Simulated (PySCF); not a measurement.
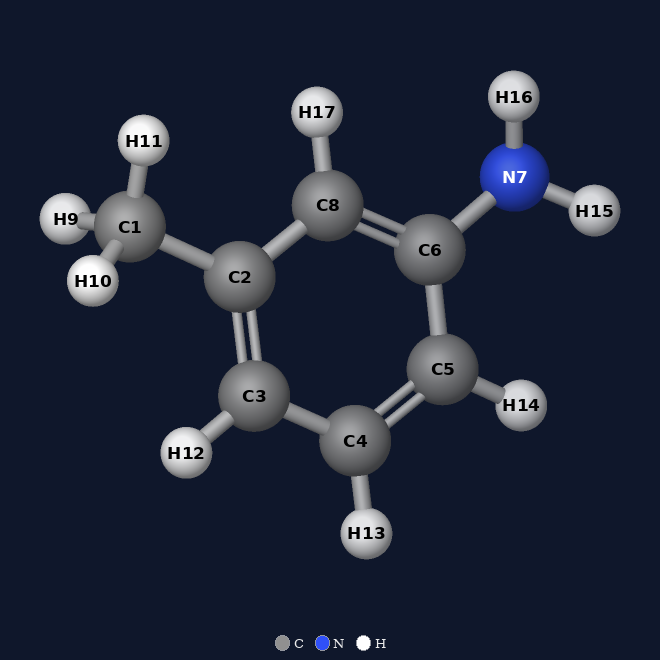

The computed structure is the end point of a PBE0-D3(BJ)/def2-TZVP optimisation. No frequency run is at hand to confirm it as a minimum. Method: GIAO ωB97X-D/pcSseg-2 NMR shielding, non-relativistic, gas phase (PySCF 2.14.0), and the same with a continuum solvent (IEF-PCM, Bondi radii x 1.2, gas-phase geometry).

How do dipole (D), HOMO–LUMO gap (eV), σ(H16) (ppm), σ(H15) (ppm), σ(H17) (ppm) change in chloroform (ε = 4.7)?

```json
{"medium": "gas phase", "dipole (D)": "1.44", "HOMO–LUMO gap (eV)": "9.32", "σ(H16) (ppm)": "28.37", "σ(H15) (ppm)": "28.34", "σ(H17) (ppm)": "24.95"}
{"medium": "chloroform", "dipole (D)": "1.80", "HOMO–LUMO gap (eV)": "9.30", "σ(H16) (ppm)": "27.92", "σ(H15) (ppm)": "27.91", "σ(H17) (ppm)": "24.71"}
```
